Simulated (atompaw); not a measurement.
**Cl: variants of one PAW (atompaw) potential**

Aim: generate and test one potential in full, then change one design choice at a time and see what happens to hardness, ghosts and scattering.

Program: atompaw 4.2.0.5. Reference atom: PBE, non-relativistic, spherical and spin-unpolarised. All values are calculated.

4 further runs of the same task are left out: 4 set aside as unsound or not needed.

## Step 1: The atom and the settings

Typed settings, in words:

```json
{"element": "chlorine (Cl, Z = 17)", "type": "PAW", "frozen core": "[Ne]", "valence charge": "7", "reference configuration": "3s2 3p5", "partial waves": "3s (bound): rc 1.40 bohr; 3s channel at 1 Ry: rc 1.40 bohr; 3p (bound): rc 1.00 bohr; 3p channel at 2.75 Ry: rc 1.40 bohr; 3d channel at -0.2 Ry: rc 1.40 bohr", "local potential": "bessel scheme, radius 1.00 bohr", "core correction": "smooth core density matched at 0.80 bohr", "augmentation charge": "sinc compensation charge, radius 1.30 bohr; PAW radius 1.40 bohr; waves and projectors: custom rrkj vanderbiltortho"}
```

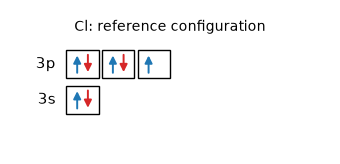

The outer shells as boxes. The arrows follow Hund's rule for the drawing; the calculation itself is spin-unpolarised.

An earlier all-electron run gives the scale for the radii.

All-electron outer shells of the reference configuration (PBE, non-relativistic, ld1.x):

```
shell  level (eV)  outermost node (bohr)  outermost maximum (bohr)
   2s     -250.98                   0.12                      0.36
   2p     -191.57                      –                      0.30
   3s      -20.53                   0.56                      1.29
   3p       -8.61                   0.53                      1.43
```

## Step 2: The first potential

Input file Cl.input:

```
Cl 17
GGA-PBE loggrid 1500 logderivrange -4 5 226
3 3 0 0 0 0
3 1 5
0 0 0
c
c
v
c
v
2
1.40 1.30 1.00 0.80
y
1
n
y
2.75
n
y
-0.2
n
custom rrkj vanderbiltortho sinc
bessel
1.40
1.40
1.00
1.40
1.40
PWSCFOUT
UPFDX 0.0125d0 UPFXMIN -7.d0 UPFZMESH 17.d0
END
```

Launch:

```bash
$ atompaw < Cl.input > Cl.log
```

What the program wrote to the file Cl (summary file):

```text
 Completed calculations for Cl (AE)

 Exchange-correlation type: GGA, Perdew-Burke-Ernzerhof

 Radial integration grid is logarithmic 
 r0 =   4.7245608E-04 h =   8.0317534E-03   n =      1500 rmax =   8.0000000E+01

 Non-relativistic calculation

 AEatom converged in  31 iterations
   nz     =  17.00
   delta  =       9.195698024184E-16

 All Electron Orbital energies:         
  n  l      occupancy      energy
  1  0      2.0000000E+00 -2.0142205E+02
  2  0      2.0000000E+00 -1.8446437E+01
  3  0      2.0000000E+00 -1.5088487E+00
  2  1      6.0000000E+00 -1.4080189E+01
  3  1      5.0000000E+00 -6.3278872E-01

 Total energy
   Total                    :     -919.92517711561334

 ---
 Completed calculations for Cl (SC)

 Exchange-correlation type: GGA, Perdew-Burke-Ernzerhof

 Radial integration grid is logarithmic 
 r0 =   4.7245608E-04 h =   8.0317534E-03   n =      1500 rmax =   8.0000000E+01

 Non-relativistic calculation

 SCatom converged in   2 iterations
   nz     =  17.00
   delta  =       2.571242242321E-17

 Valence Electron Orbital energies:         
  n  l      occupancy      energy
   3  0      2.0000000E+00 -1.5088487E+00
   3  1      5.0000000E+00 -6.3278872E-01

 Total energy
   Total                    :     -919.92517711831022
   Valence                  :      -78.94682976856214

 PAW parameters: 
       lmax =            2
         rc =    1.4073731453271225     
        irc =          997
   rc_shape =    1.3091970412564662     
    rc_vloc =    1.0042656855377681     
    rc_core =   0.80191623003186829     
   Vloc: truncated form - Vps(r)=A.sin(qr)/r for r<rc
   Projector type: RRKJ pseudization + Vanderbilt ortho.
   Sinc^2 compensation charge shape zeroed at   1.3092E+00

 Number of basis functions     5
 No.   n  nodes  l      Energy         Cp coeff         Occ
  1    3    2    0   -0.1508849E+01  0.3662755E+02  0.2000000E+01
  2  999    3    0    0.1000000E+01  0.7267858E+01  0.0000000E+00
  3    3    1    1   -0.6327887E+00 -0.9680425E+01  0.5000000E+01
  4  999    2    1    0.2750000E+01 -0.5342000E+00  0.0000000E+00
  5  999    0    2   -0.2000000E+00 -0.3879237E+01  0.0000000E+00

 Eigenvalues of overlap operator (in the basis of projectors):
    1        1.48371171E-01
    2        2.31201918E-01
    3        9.37292803E+00
    4        3.83346980E+01
    5        1.46023244E+02

 Orbital leakage outside PAW augmentation regions
   orb  is_core?  %out_of_sphere
   1 0    T           0.00
   2 0    T           0.05
   3 0    F          54.14
   2 1    T           0.07
   3 1    F          67.42

 Summary of PAW energies
   Total valence energy     :    -78.94682944836720
   Smooth energy            :     22.54001286889602
   One center               :   -101.48684231726322
   Smooth kinetic           :     10.62354883529706
   Vloc energy              :      0.56330197685208
   Smooth exch-corr         :    -11.86941220803333
   One-center xc            :    -44.06251093622330
```

Run time: 0.68 s. Hardware: 1 thread, shared host.

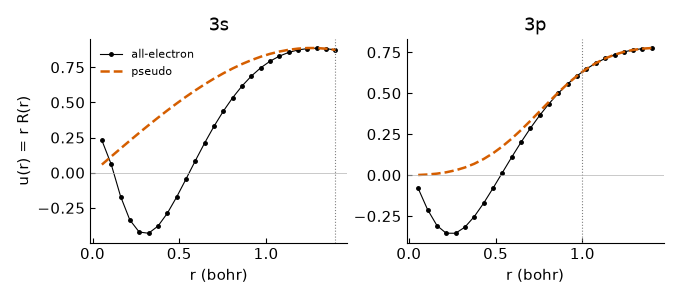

All-electron and pseudo partial waves (3s, 3p), with the matching radii dotted. The curves join 26 sampled radii.

## Step 3: Does it scatter like the atom?

Taken from the files of the generation run. The phase is arctan(r·u′/u) with u = r·R, unwrapped, with energies in Ry. A pole is an energy at which the radial function vanishes at the test radius. The pseudo phase is shifted by a multiple of π to meet the all-electron one at the reference energy. Levels narrower than the energy grid can be missing from the poles. The last column is the largest difference on the grid between −1 and +1 Ry.

| channel | radius (bohr) | reference (Ry) | poles AE | poles PS | window around the reference with phases within 0.05 rad (Ry) | largest difference near zero (rad) |
| --- | --- | --- | --- | --- | --- | --- |
| s | 1.41 | -1.51 | 4.75 | 4.73 | the whole range | 0.000 |
| p | 1.41 | -0.63 | none | none | the whole range | 0.000 |
| d | 1.41 | -0.20 | none | none | the whole range | 0.002 |

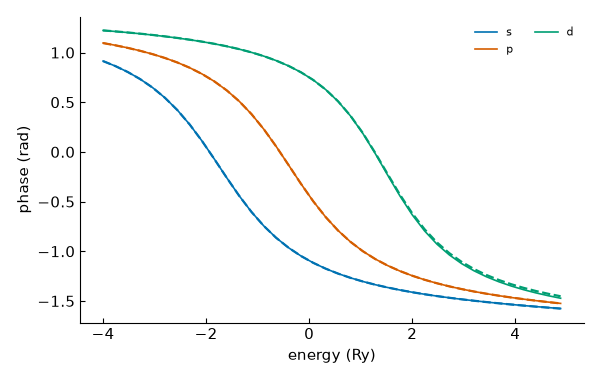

All-electron (solid) and pseudo (dashed) phases against energy.

## Step 4: Plane-wave convergence, by spherical Bessel functions

A separate test, outside the generator: the pseudo-atom's Hamiltonian at the reference potential is diagonalised in spherical Bessel functions j_l(qr) that vanish at 20 bohr, with q² up to the cutoff.

All-electron valence levels (Ry): 3s -1.5088, 3p -0.6328. The lowest levels of each channel (Ry) by cutoff; the last column sums, over occupied levels, occupation times the distance from the level at 400 Ry. A positive value at high cutoff is not a bound level.

| cutoff (Ry) | s #1 | p #1 | d #1 | f #1 | Σ f·Δε (mRy) |
| --- | --- | --- | --- | --- | --- |
| 8 | -1.5023 | -0.5701 | 0.0745 | 0.1188 | 326.9 |
| 12 | -1.5045 | -0.6152 | 0.0745 | 0.1188 | 97.2 |
| 21 | -1.5085 | -0.6220 | 0.0743 | 0.1188 | 55.1 |
| 30 | -1.5086 | -0.6239 | 0.0743 | 0.1188 | 45.6 |
| 40 | -1.5088 | -0.6277 | 0.0743 | 0.1188 | 25.7 |
| 50 | -1.5089 | -0.6313 | 0.0743 | 0.1188 | 7.7 |
| 70 | -1.5089 | -0.6327 | 0.0743 | 0.1188 | 1.0 |
| 90 | -1.5089 | -0.6327 | 0.0743 | 0.1188 | 0.7 |
| 400 | -1.5089 | -0.6328 | 0.0743 | 0.1188 | 0.0 |

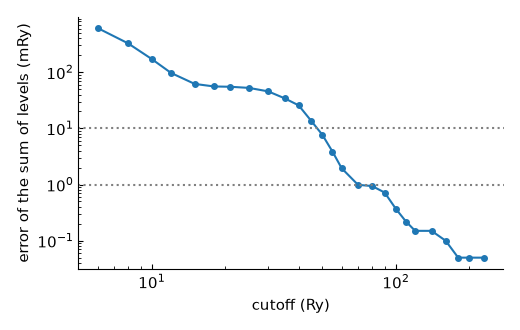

Occupation-weighted error of the valence levels against the cutoff; the dotted lines mark 10 and 1 mRy.

The sum stays within 10 mRy from 50 Ry and within 1 mRy from 70 Ry. The sum leaves out empty levels, which can need more. Ghost test: no level below the all-electron spectrum of its channel (s, p, d, f tested).

## Step 5: Now with scalar-relativistic

Changes to Cl.input since step 2:

```diff
@@ -1,3 +1,3 @@
 Cl 17
-GGA-PBE loggrid 1500 logderivrange -4 5 226
+GGA-PBE scalarrelativistic loggrid 1500 logderivrange -4 5 226
 3 3 0 0 0 0
```

Launch:

```bash
$ atompaw < Cl.input > Cl.log
```

The output, the file Cl (summary file):

```text
 Completed calculations for Cl (AE)

 Exchange-correlation type: GGA, Perdew-Burke-Ernzerhof

 Radial integration grid is logarithmic 
 r0 =   4.7245608E-04 h =   8.0317534E-03   n =      1500 rmax =   8.0000000E+01

 Scalar relativistic calculation

 AEatom converged in  30 iterations
   nz     =  17.00
   delta  =       4.601310097664E-17

 All Electron Orbital energies:         
  n  l      occupancy      energy
  1  0      2.0000000E+00 -2.0221738E+02
  2  0      2.0000000E+00 -1.8572892E+01
  3  0      2.0000000E+00 -1.5208346E+00
  2  1      6.0000000E+00 -1.4084503E+01
  3  1      5.0000000E+00 -6.3173377E-01

 Total energy
   Total                    :     -922.86664882936543

 ---
 Completed calculations for Cl (SC)

 Exchange-correlation type: GGA, Perdew-Burke-Ernzerhof

 Radial integration grid is logarithmic 
 r0 =   4.7245608E-04 h =   8.0317534E-03   n =      1500 rmax =   8.0000000E+01

 Scalar relativistic calculation

 SCatom converged in   1 iterations
   nz     =  17.00
   delta  =       3.841059066422E-17

 Valence Electron Orbital energies:         
  n  l      occupancy      energy
   3  0      2.0000000E+00 -1.5208346E+00
   3  1      5.0000000E+00 -6.3173377E-01

 Total energy
   Total                    :     -922.86664883139110
   Valence                  :      -79.19778849909120

 PAW parameters: 
       lmax =            2
         rc =    1.4073731453271225     
        irc =          997
   rc_shape =    1.3091970412564662     
    rc_vloc =    1.0042656855377681     
    rc_core =   0.80191623003186829     
   Vloc: truncated form - Vps(r)=A.sin(qr)/r for r<rc
   Projector type: RRKJ pseudization + Vanderbilt ortho.
   Sinc^2 compensation charge shape zeroed at   1.3092E+00

 Number of basis functions     5
 No.   n  nodes  l      Energy         Cp coeff         Occ
  1    3    2    0   -0.1520835E+01  0.3565457E+02  0.2000000E+01
  2  999    3    0    0.1000000E+01  0.6917230E+01  0.0000000E+00
  3    3    1    1   -0.6317338E+00 -0.9755317E+01  0.5000000E+01
  4  999    2    1    0.2750000E+01 -0.5379416E+00  0.0000000E+00
  5  999    0    2   -0.2000000E+00 -0.3908622E+01  0.0000000E+00

 Eigenvalues of overlap operator (in the basis of projectors):
    1        1.49067458E-01
    2        2.23488567E-01
    3        9.41554769E+00
    4        3.84360295E+01
    5        1.39913611E+02

 Orbital leakage outside PAW augmentation regions
   orb  is_core?  %out_of_sphere
   1 0    T           0.00
   2 0    T           0.05
   3 0    F          53.71
   2 1    T           0.07
   3 1    F          67.38

 Summary of PAW energies
   Total valence energy     :    -79.19783729590998
   Smooth energy            :     22.55799094175996
   One center               :   -101.75582823766993
   Smooth kinetic           :     10.65461906195334
   Vloc energy              :      0.57304193798846
   Smooth exch-corr         :    -11.84285302007658
   One-center xc            :    -44.30094423547663
```

Wall time 1.7 s (1 thread, shared host).

Against the first potential, the loose cutoff stays at 50 Ry and there is no bound ghost.

## Step 6: Results

Cutoffs, loose and tight: the cutoffs (Ry, on a coarse ladder) from which the occupation-weighted sum of valence levels, in a spherical-Bessel basis at the reference potential, stays within 10 and 1 mRy of its value at 400 Ry; empty and scattering waves don't count. The number of plane waves in a given cell goes as the cutoff to the power 3/2; it is given for the loose cutoff, relative to the first potential. The phase difference is the largest within 1 Ry of zero, over the channels with partial waves. The table holds 7 more runs of the series, not printed above.

| change | outcome | cutoff, loose | cutoff, tight | plane waves, relative | bound ghosts | phase difference near zero (rad) | lowest overlap eigenvalue (Bessel basis) |
| --- | --- | --- | --- | --- | --- | --- | --- |
| first potential | generated | 50 Ry | 70 Ry | 1.00 | none | 0.002 | 0.136 |
| scalar-relativistic | generated | 50 Ry | 80 Ry | 1.00 | none | 0.002 | 0.138 |
| local potential troulliermartins scheme with l = 3 at 0.5 Ry, radius 1.00 bohr | generated | 50 Ry | 70 Ry | 1.00 | none | 0.000 | 0.117 |
| augmentation sinc compensation charge, radius 1.30 bohr; PAW radius 1.40 bohr; waves and projectors: custom polynom vanderbiltortho | generated | 60 Ry | 110 Ry | 1.31 | none | 0.006 | 0.084 |
| waves 3p channel at 2.75 Ry: rc 1.20 bohr | generated | 50 Ry | 70 Ry | 1.00 | none | 0.002 | 0.192 |
| local potential bessel scheme, radius 0.78 bohr | generated | 50 Ry | 70 Ry | 1.00 | none | 0.003 | 0.133 |
| all radii scaled by 0.92 (s 1.28, p 0.92, d 1.28 bohr); local potential bessel scheme, radius 0.92 bohr; augmentation sinc compensation charge, radius 1.18 bohr; PAW radius 1.28 bohr; waves and projectors: custom rrkj vanderbiltortho; core correction smooth core density matched at 0.74 bohr | generated | 60 Ry | 100 Ry | 1.31 | none | 0.001 | 0.071 |
| waves 3p channel at 0.91 Ry: rc 1.40 bohr | generated | 50 Ry | 70 Ry | 1.00 | none | 0.002 | 0.035 |
| reference 3s1 3p6; waves 3d channel at 2.05 Ry: rc 1.40 bohr | generated | 50 Ry | 90 Ry | 1.00 | none | 0.000 | 0.139 |

**Reading.** 7 of the potentials share the lowest cutoff, 50 Ry; the highest cutoff read, 60 Ry, costs 1.3 times the plane waves.

The first potential by itself. It counts as of middling hardness, with 50 Ry needed at the looser tolerance. The slowest occupied level is 3p: taken alone it needs 55 Ry to come within 1 mRy, against 18 Ry for 3s. The Bessel-basis test finds no level below the valence levels. Near zero energy the phases of the channels with partial waves agree within 0.002 rad.
